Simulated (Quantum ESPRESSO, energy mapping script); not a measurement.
# Spin model of CoO from collinear orders

How strongly do the moments of CoO couple under PBE+U (3.5 eV), QE, GBRV? The plan is to run several orders and fit a Heisenberg model.

Main program and level: Quantum ESPRESSO 7.5; PBE with U = 3.5 eV on Co d, ortho-atomic projectors; plane waves, U on orthogonalised atomic orbitals unless named otherwise, collinear spin, no spin–orbit coupling.

## 1. Starting point

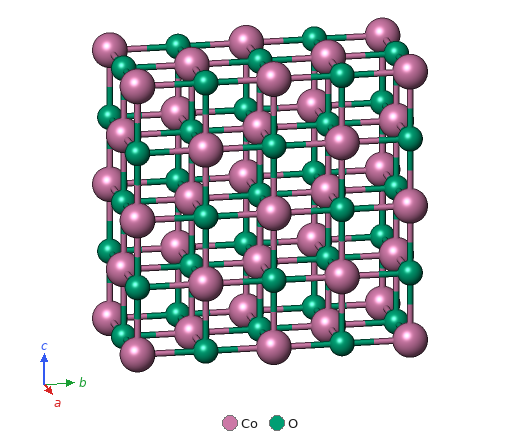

The starting structure, seen slightly off an axis (cobalt pink, oxygen teal). 1×2×2 cells are drawn. This picture shows the conventional cell, with its axes. Some periodic images of atoms are drawn too.

A Hubbard U penalises fractional filling of the shell. It raises the cost of virtual hops to the neighbours, so couplings that rest on such hops usually weaken. These runs use Quantum ESPRESSO.

## 2. Run 1 (parallel; cell A, 4 atoms)

The parallel order is the zero of energy for this cell and mesh.

The potential files are GBRV's for PBE; pw.x takes the functional from them.

pw.in reads:

```
&control
  calculation = 'scf'
  prefix = 'pw'
  outdir = './tmp/'
  pseudo_dir = './pseudo/'
  verbosity = 'low'
/
&system
  ibrav = 0
  nat = 4
  ntyp = 2
  ecutwfc = 45
  ecutrho = 360
  nbnd = 38
  occupations = 'smearing'
  smearing = 'fd'
  degauss = 0.00367493
  nspin = 2
  starting_magnetization(1) = 0.1765
/
&electrons
  conv_thr = 1.0e-08
  electron_maxstep = 120
  mixing_beta = 0.3
  mixing_mode = 'plain'
/
ATOMIC_SPECIES
  Co 58.9332 Co.upf
  O 15.9990 O.upf
CELL_PARAMETERS angstrom
  0.00000000 -2.13150000 -2.13150000
  0.00000000 2.13150000 -2.13150000
  4.26300000 0.00000000 0.00000000
ATOMIC_POSITIONS crystal
  Co 0.50000000 0.50000000 0.50000000
  Co 0.00000000 0.00000000 0.00000000
  O 0.50000000 0.50000000 0.00000000
  O 0.00000000 0.00000000 0.50000000
K_POINTS automatic
  10 10 7 0 0 0
HUBBARD {ortho-atomic}
U Co-3d 3.5
```

On the command line:

```bash
$ OMP_NUM_THREADS=1 mpirun -n 8 pw.x -nk 8 -in pw.in > pw.out
```

Log:

```text
Program PWSCF v.7.5 starts
[...]
unit-cell volume          =     261.4042 (a.u.)^3
     number of atoms/cell      =            4
[...]
number of electrons       =        46.00
     number of Kohn-Sham states=           38
     kinetic-energy cutoff     =      45.0000  Ry
     charge density cutoff     =     360.0000  Ry
     scf convergence threshold =      1.0E-08
[...]
Exchange-correlation= SLA  PW   PBE  PBE
[...]
Hubbard projectors: ortho-atomic
     Hubbard parameters of DFT+U (Dudarev formulation) in eV:
[...]
atomic species   magnetization
[...]
16 Sym. Ops., with inversion, found
[...]
number of k points=    84  Fermi-Dirac smearing, width (Ry)=  0.0037
[...]
Number of occupied Hubbard levels =   14.0000
     Atomic wfc used for Hubbard projectors are orthogonalized
[...]
iteration #  1     ecut=    45.00 Ry     beta= 0.30
[...]
Number of occupied Hubbard levels =   11.1418
     total energy              =    -657.61669088 Ry
     estimated scf accuracy    <      12.07794272 Ry
     total magnetization       =     7.32 Bohr mag/cell
     absolute magnetization    =     7.49 Bohr mag/cell
     iteration #  2     ecut=    45.00 Ry     beta= 0.30
[...]
total energy              =    -659.52797730 Ry
     estimated scf accuracy    <      10.09055272 Ry
     total magnetization       =     2.09 Bohr mag/cell
     absolute magnetization    =     2.14 Bohr mag/cell
     iteration #  3     ecut=    45.00 Ry     beta= 0.30
[...]
total energy              =    -661.12506627 Ry
     estimated scf accuracy    <       0.41373787 Ry
     total magnetization       =     6.04 Bohr mag/cell
     absolute magnetization    =     6.10 Bohr mag/cell
     iteration #  4     ecut=    45.00 Ry     beta= 0.30
[...]
total energy              =    -661.16272565 Ry
     estimated scf accuracy    <       0.11107740 Ry
     total magnetization       =     6.00 Bohr mag/cell
     absolute magnetization    =     6.04 Bohr mag/cell
     iteration #  5     ecut=    45.00 Ry     beta= 0.30
[...]
total energy              =    -661.18580100 Ry
     estimated scf accuracy    <       0.56629998 Ry
     total magnetization       =     5.64 Bohr mag/cell
     absolute magnetization    =     5.67 Bohr mag/cell
     iteration #  6     ecut=    45.00 Ry     beta= 0.30
[...]
total energy              =    -661.18915528 Ry
     estimated scf accuracy    <       0.16354416 Ry
     total magnetization       =     5.52 Bohr mag/cell
     absolute magnetization    =     5.56 Bohr mag/cell
     iteration #  7     ecut=    45.00 Ry     beta= 0.30
[...]
total energy              =    -661.19391983 Ry
     estimated scf accuracy    <       0.03338091 Ry
     total magnetization       =     5.70 Bohr mag/cell
     absolute magnetization    =     5.74 Bohr mag/cell
     iteration #  8     ecut=    45.00 Ry     beta= 0.30
[...]
total energy              =    -661.18478433 Ry
     estimated scf accuracy    <       0.03578469 Ry
     total magnetization       =     5.62 Bohr mag/cell
     absolute magnetization    =     5.67 Bohr mag/cell
     iteration #  9     ecut=    45.00 Ry     beta= 0.30
[...]
total energy              =    -661.18949585 Ry
     estimated scf accuracy    <       0.00573234 Ry
     total magnetization       =     5.86 Bohr mag/cell
     absolute magnetization    =     5.90 Bohr mag/cell
     iteration # 10     ecut=    45.00 Ry     beta= 0.30
[...]
total energy              =    -661.19005113 Ry
     estimated scf accuracy    <       0.00124657 Ry
     total magnetization       =     5.94 Bohr mag/cell
     absolute magnetization    =     5.98 Bohr mag/cell
[...]
total energy              =    -661.19040051 Ry
[...]
iteration # 17     ecut=    45.00 Ry     beta= 0.30
[...]
total energy              =    -661.19040280 Ry
     estimated scf accuracy    <       0.00000116 Ry
     total magnetization       =     5.99 Bohr mag/cell
     absolute magnetization    =     6.04 Bohr mag/cell
     iteration # 18     ecut=    45.00 Ry     beta= 0.30
[...]
total energy              =    -661.19040295 Ry
     estimated scf accuracy    <       0.00000015 Ry
     total magnetization       =     5.99 Bohr mag/cell
     absolute magnetization    =     6.04 Bohr mag/cell
     iteration # 19     ecut=    45.00 Ry     beta= 0.30
[...]
total energy              =    -661.19040297 Ry
     estimated scf accuracy    <       0.00000001 Ry
     total magnetization       =     5.99 Bohr mag/cell
     absolute magnetization    =     6.04 Bohr mag/cell
     iteration # 20     ecut=    45.00 Ry     beta= 0.30
[...]
total energy              =    -661.19040298 Ry
     estimated scf accuracy    <       0.00000002 Ry
     total magnetization       =     5.99 Bohr mag/cell
     absolute magnetization    =     6.04 Bohr mag/cell
     iteration # 21     ecut=    45.00 Ry     beta= 0.30
[...]
Magnetic moment per site  (integrated on atomic sphere of radius R)
     atom   1 (R=0.292)  charge= 14.5954  magn=  2.6123
     atom   2 (R=0.292)  charge= 14.5955  magn=  2.6123
     atom   3 (R=0.292)  charge=  5.7897  magn=  0.2789
     atom   4 (R=0.292)  charge=  5.7897  magn=  0.2789
     End of self-consistent calculation
     =================== HUBBARD OCCUPATIONS ===================
     ------------------------ ATOM    1 ------------------------
     Tr[ns(  1)] (up, down, total) =   4.97602  2.30785  7.28387
     Atomic magnetic moment for atom   1 =   2.66816
     SPIN  1
     eigenvalues:
       0.995  0.995  0.995  0.995  0.995
     eigenvectors (columns):
      -0.000  0.000 -0.000 -0.866 -0.500
      -0.262  0.965 -0.000  0.000  0.000
      -0.000  0.000  1.000 -0.000  0.000
       0.000  0.000 -0.000 -0.500  0.866
       0.965  0.262  0.000  0.000 -0.000
     occupation matrix ns (before diag.):
       0.995 -0.000 -0.000 -0.000  0.000
      -0.000  0.995 -0.000  0.000  0.000
      -0.000 -0.000  0.995  0.000  0.000
      -0.000  0.000  0.000  0.995 -0.000
[...]
SPIN  2
     eigenvalues:
[...]
eigenvectors (columns):
[...]
occupation matrix ns (before diag.):
[...]
------------------------ ATOM    2 ------------------------
     Tr[ns(  2)] (up, down, total) =   4.97602  2.30792  7.28394
     Atomic magnetic moment for atom   2 =   2.66810
     SPIN  1
     eigenvalues:
[...]
eigenvectors (columns):
[...]
occupation matrix ns (before diag.):
[...]
SPIN  2
     eigenvalues:
[...]
eigenvectors (columns):
[...]
occupation matrix ns (before diag.):
       0.128 -0.000 -0.000  0.000  0.000
      -0.000  0.684 -0.000  0.000  0.000
      -0.000 -0.000  0.684  0.000  0.000
       0.000  0.000  0.000  0.128 -0.000
       0.000  0.000  0.000 -0.000  0.684
     Number of occupied Hubbard levels =   14.5678
     Number of k-points >= 100: set verbosity='high' to print the bands.
     the Fermi energy is    13.1918 ev
!    total energy              =    -661.19040298 Ry
     estimated scf accuracy    <          2.0E-09 Ry
     smearing contrib. (-TS)   =      -0.00522223 Ry
     internal energy E=F+TS    =    -661.18518075 Ry
     The total energy is F=E-TS. E is the sum of the following terms:
     one-electron contribution =    -365.81835351 Ry
     hartree contribution      =     209.60413520 Ry
     xc contribution           =     -80.07566963 Ry
     ewald contribution        =    -425.12572344 Ry
     Hubbard energy            =       0.23043063 Ry
     total magnetization       =     5.99 Bohr mag/cell
     absolute magnetization    =     6.04 Bohr mag/cell
     convergence has been achieved in  21 iterations
=------------------------------------------------------------------------------=
   JOB DONE.
=------------------------------------------------------------------------------=
```

Elapsed: 55 s, on 8 MPI ranks of Arm Neoverse N1, shared host; peak memory 0.77 GiB.

Spin moment in the sphere by atom:

```tsv
atom	spin moment in the sphere (μB)
Co1	2.61
Co2	2.61
O3	0.28
O4	0.28
```

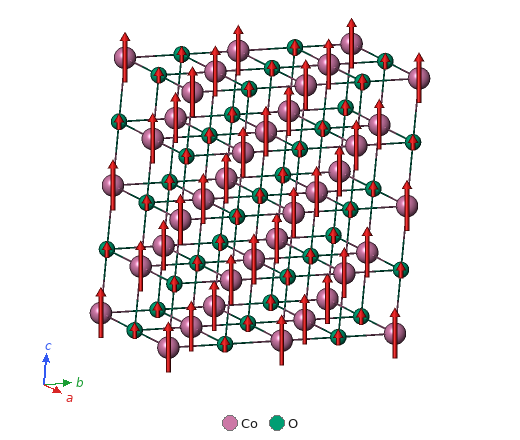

Spin moment in the sphere as arrows, the longest 2.61 μB. Up and down stand for the sign. Arrows give size and sign along the axis of quantisation, drawn up and down the page. Each arrow also spans its atom, so small moments look longer than they are. 1×2×2 conventional cells are drawn. Some periodic images of atoms are drawn too.

The run ends ferromagnetic.

## 3. Run 2 (compensated +−; cell A, 4 atoms)

This order reverses 8 of the 12 neighbours at 3.01 Å, 0 of the 6 neighbours at 4.26 Å and 16 of the 24 neighbours at 5.22 Å, counted for an average magnetic atom.

pw.in: that of step 2 with these lines changed.

```diff
@@ -10,6 +10,6 @@
   nat = 4
-  ntyp = 2
+  ntyp = 3
   ecutwfc = 45
   ecutrho = 360
-  nbnd = 38
+  nbnd = 35
   occupations = 'smearing'
@@ -19,2 +19,3 @@
   starting_magnetization(1) = 0.1765
+  starting_magnetization(2) = -0.1765
 /
@@ -27,3 +28,4 @@
 ATOMIC_SPECIES
-  Co 58.9332 Co.upf
+  Co1 58.9332 Co.upf
+  Co2 58.9332 Co.upf
   O 15.9990 O.upf
@@ -34,4 +36,4 @@
 ATOMIC_POSITIONS crystal
-  Co 0.50000000 0.50000000 0.50000000
-  Co 0.00000000 0.00000000 0.00000000
+  Co1 0.50000000 0.50000000 0.50000000
+  Co2 0.00000000 0.00000000 0.00000000
   O 0.50000000 0.50000000 0.00000000
@@ -41,2 +43,3 @@
 HUBBARD {ortho-atomic}
-U Co-3d 3.5
+U Co1-3d 3.5
+U Co2-3d 3.5
```

Log:

```text
[banner, memory and clock lines left out]
Program PWSCF v.7.5 starts
[...]
unit-cell volume          =     261.4042 (a.u.)^3
     number of atoms/cell      =            4
[...]
number of electrons       =        46.00
     number of Kohn-Sham states=           35
     kinetic-energy cutoff     =      45.0000  Ry
     charge density cutoff     =     360.0000  Ry
     scf convergence threshold =      1.0E-08
[...]
Exchange-correlation= SLA  PW   PBE  PBE
[...]
Hubbard projectors: ortho-atomic
     Hubbard parameters of DFT+U (Dudarev formulation) in eV:
[...]
atomic species   magnetization
[...]
16 Sym. Ops., with inversion, found
[...]
number of k points=    84  Fermi-Dirac smearing, width (Ry)=  0.0037
[...]
Number of occupied Hubbard levels =   14.0000
     Atomic wfc used for Hubbard projectors are orthogonalized
[...]
iteration #  1     ecut=    45.00 Ry     beta= 0.30
[...]
Number of occupied Hubbard levels =   11.0137
     total energy              =    -657.45340727 Ry
     estimated scf accuracy    <      12.29053164 Ry
     total magnetization       =     0.00 Bohr mag/cell
     absolute magnetization    =     7.64 Bohr mag/cell
     iteration #  2     ecut=    45.00 Ry     beta= 0.30
[...]
total energy              =    -659.40990670 Ry
     estimated scf accuracy    <      11.00471962 Ry
     total magnetization       =     0.00 Bohr mag/cell
     absolute magnetization    =     2.05 Bohr mag/cell
     iteration #  3     ecut=    45.00 Ry     beta= 0.30
[...]
total energy              =    -661.10609459 Ry
     estimated scf accuracy    <       0.38834101 Ry
     total magnetization       =    -0.01 Bohr mag/cell
     absolute magnetization    =     5.86 Bohr mag/cell
[...]
total energy              =    -661.18410147 Ry
[...]
iteration # 38     ecut=    45.00 Ry     beta= 0.30
[...]
total energy              =    -661.18410148 Ry
     estimated scf accuracy    <       0.00000007 Ry
     total magnetization       =    -0.00 Bohr mag/cell
     absolute magnetization    =     5.12 Bohr mag/cell
     iteration # 39     ecut=    45.00 Ry     beta= 0.30
[...]
Magnetic moment per site  (integrated on atomic sphere of radius R)
     atom   1 (R=0.292)  charge= 14.6349  magn=  2.3801
     atom   2 (R=0.292)  charge= 14.6350  magn= -2.3801
     atom   3 (R=0.292)  charge=  5.7611  magn= -0.0430
     atom   4 (R=0.292)  charge=  5.7611  magn=  0.0430
     End of self-consistent calculation
     =================== HUBBARD OCCUPATIONS ===================
     ------------------------ ATOM    1 ------------------------
     Tr[ns(  1)] (up, down, total) =   4.90542  2.45311  7.35853
     Atomic magnetic moment for atom   1 =   2.45231
     SPIN  1
     eigenvalues:
       0.958  0.967  0.993  0.993  0.994
     eigenvectors (columns):
       0.866 -0.500 -0.000  0.000  0.000
       0.000 -0.000  0.228 -0.974  0.000
[...]
occupation matrix ns (before diag.):
[...]
SPIN  2
     eigenvalues:
[...]
eigenvectors (columns):
[...]
occupation matrix ns (before diag.):
[...]
------------------------ ATOM    2 ------------------------
     Tr[ns(  2)] (up, down, total) =   2.45316  4.90547  7.35863
     Atomic magnetic moment for atom   2 =  -2.45231
     SPIN  1
     eigenvalues:
[...]
eigenvectors (columns):
[...]
occupation matrix ns (before diag.):
[...]
SPIN  2
     eigenvalues:
[...]
eigenvectors (columns):
[...]
occupation matrix ns (before diag.):
[...]
-0.004  0.000  0.000  0.965 -0.000
       0.000  0.000  0.000 -0.000  0.993
     Number of occupied Hubbard levels =   14.7172
     Number of k-points >= 100: set verbosity='high' to print the bands.
     the Fermi energy is    13.0773 ev
!    total energy              =    -661.18410148 Ry
     estimated scf accuracy    <          9.7E-09 Ry
     smearing contrib. (-TS)   =      -0.00583151 Ry
     internal energy E=F+TS    =    -661.17826997 Ry
     The total energy is F=E-TS. E is the sum of the following terms:
     one-electron contribution =    -366.41414418 Ry
     hartree contribution      =     210.20197399 Ry
     xc contribution           =     -80.05957957 Ry
     ewald contribution        =    -425.12572344 Ry
     Hubbard energy            =       0.21920322 Ry
     total magnetization       =    -0.00 Bohr mag/cell
     absolute magnetization    =     5.12 Bohr mag/cell
     convergence has been achieved in  39 iterations
```

Wall time 94 s (8 MPI ranks); peak memory 0.78 GiB; 11 min of CPU time.

Spin moment in the sphere by atom:

```tsv
atom	spin moment in the sphere (μB)
Co1	2.38
Co2	-2.38
O3	-0.04
O4	0.04
```

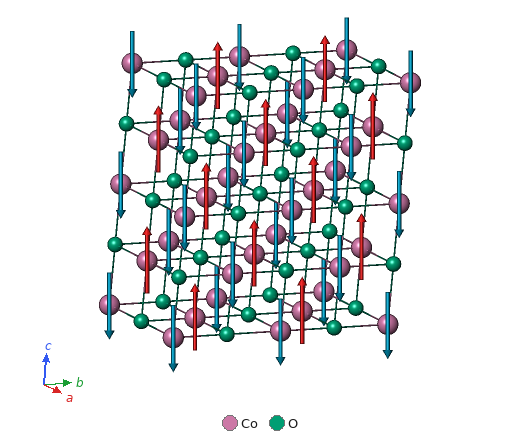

Spin moment in the sphere as arrows, the longest 2.38 μB. Up and down stand for the sign. Arrows give size and sign along the axis of quantisation, drawn up and down the page. The two directions have two colours. 1×2×2 conventional cells are drawn. Some periodic images of atoms are drawn too.

The run ends antiferromagnetic, 44.94 meV a magnetic atom above the parallel order of its cell, a difference that unlike orbital or electronic states can set, not exchange alone (energies taken at zero occupation width, not the printed F).

## 4. Parallel start in cell B (4 atoms)

The parallel order again, as the reference for this cell.

This run holds the same structure in another cell (c 4.263 → 5.221 Å, α 90.0 → 73.2°, β 90.0 → 73.2°, γ 90.0 → 60.0°).

pw.in reads:

```
&control
  calculation = 'scf'
  prefix = 'pw'
  outdir = './tmp/'
  pseudo_dir = './pseudo/'
  verbosity = 'low'
/
&system
  ibrav = 0
  nat = 4
  ntyp = 2
  ecutwfc = 45
  ecutrho = 360
  nbnd = 38
  occupations = 'smearing'
  smearing = 'fd'
  degauss = 0.00367493
  nspin = 2
  starting_magnetization(1) = 0.1765
/
&electrons
  conv_thr = 1.0e-08
  electron_maxstep = 120
  mixing_beta = 0.3
  mixing_mode = 'plain'
/
ATOMIC_SPECIES
  Co 58.9332 Co.upf
  O 15.9990 O.upf
CELL_PARAMETERS angstrom
  0.00000000 -2.13150000 -2.13150000
  -2.13150000 0.00000000 -2.13150000
  2.13150000 2.13150000 -4.26300000
ATOMIC_POSITIONS crystal
  Co 0.50000000 0.50000000 0.50000000
  Co 0.00000000 0.00000000 0.00000000
  O 0.75000000 0.75000000 0.75000000
  O 0.25000000 0.25000000 0.25000000
K_POINTS automatic
  11 11 11 0 0 0
HUBBARD {ortho-atomic}
U Co-3d 3.5
```

Log:

```text
[banner, memory and clock lines left out]
Program PWSCF v.7.5 starts
[...]
unit-cell volume          =     261.4042 (a.u.)^3
     number of atoms/cell      =            4
[...]
number of electrons       =        46.00
     number of Kohn-Sham states=           38
     kinetic-energy cutoff     =      45.0000  Ry
     charge density cutoff     =     360.0000  Ry
[...]
The total energy is F=E-TS. E is the sum of the following terms:
     one-electron contribution =    -365.81959727 Ry
     hartree contribution      =     209.60536567 Ry
     xc contribution           =     -80.07561788 Ry
     ewald contribution        =    -425.12572344 Ry
     Hubbard energy            =       0.23042510 Ry
     total magnetization       =     5.99 Bohr mag/cell
     absolute magnetization    =     6.04 Bohr mag/cell
     convergence has been achieved in  19 iterations
[key lines of the parts left out:]
!    total energy              =    -661.19039278 Ry
the Fermi energy is    13.1916 ev
```

It took 1.7 min on 8 MPI ranks; peak memory 0.92 GiB; 12 min of CPU time.

The run ends ferromagnetic. For each magnetic atom its energy differs from the parallel run of the first cell by 0.15 meV, an error that one common reference would have brought in.

## 5. Compensated +− start in cell B (4 atoms)

This order reverses 6 of the 12 neighbours at 3.01 Å, 6 of the 6 neighbours at 4.26 Å and 12 of the 24 neighbours at 5.22 Å, counted for an average magnetic atom.

pw.in: that of step 4 with these lines changed.

```diff
@@ -10,6 +10,6 @@
   nat = 4
-  ntyp = 2
+  ntyp = 3
   ecutwfc = 45
   ecutrho = 360
-  nbnd = 38
+  nbnd = 35
   occupations = 'smearing'
@@ -19,2 +19,3 @@
   starting_magnetization(1) = 0.1765
+  starting_magnetization(2) = -0.1765
 /
@@ -27,3 +28,4 @@
 ATOMIC_SPECIES
-  Co 58.9332 Co.upf
+  Co1 58.9332 Co.upf
+  Co2 58.9332 Co.upf
   O 15.9990 O.upf
@@ -34,4 +36,4 @@
 ATOMIC_POSITIONS crystal
-  Co 0.50000000 0.50000000 0.50000000
-  Co 0.00000000 0.00000000 0.00000000
+  Co1 0.50000000 0.50000000 0.50000000
+  Co2 0.00000000 0.00000000 0.00000000
   O 0.75000000 0.75000000 0.75000000
@@ -41,2 +43,3 @@
 HUBBARD {ortho-atomic}
-U Co-3d 3.5
+U Co1-3d 3.5
+U Co2-3d 3.5
```

Log:

```text
[banner, memory and clock lines left out]
Program PWSCF v.7.5 starts
[...]
unit-cell volume          =     261.4042 (a.u.)^3
     number of atoms/cell      =            4
[...]
number of electrons       =        46.00
     number of Kohn-Sham states=           35
     kinetic-energy cutoff     =      45.0000  Ry
     charge density cutoff     =     360.0000  Ry
[...]
The total energy is F=E-TS. E is the sum of the following terms:
     one-electron contribution =    -365.97773887 Ry
     hartree contribution      =     209.72853405 Ry
     xc contribution           =     -80.05475643 Ry
     ewald contribution        =    -425.12572344 Ry
     Hubbard energy            =       0.23834488 Ry
     total magnetization       =    -0.00 Bohr mag/cell
     absolute magnetization    =     5.44 Bohr mag/cell
     convergence has been achieved in  21 iterations
[key lines of the parts left out:]
!    total energy              =    -661.19619497 Ry
the Fermi energy is    13.1670 ev
```

Wall time 1.7 min (8 MPI ranks); peak memory 0.93 GiB; 12 min of CPU time.

The run ends antiferromagnetic, 40.80 meV a magnetic atom below the parallel order of its cell, a difference that unlike orbital or electronic states can set, not exchange alone (energies taken at zero occupation width, not the printed F).

[end of part 1 of 2]

[Logs and program files are shortened in this print: banners, set-up blocks, solver, clock and traceback lines can be left out without a mark of their own.]

[Logs are printed without paths, hosts, clocks, repeated set-up lines and the standing remarks that a program may print on its own settings, such as how far it seeks lower states.]

[Hosts, paths, dates, database ids (printed as entryN), source tags and the programs' standing remarks are cut or masked in the printed files.]

[Where a cell is said to come from a database of computed structures, the database is the Materials Project.]
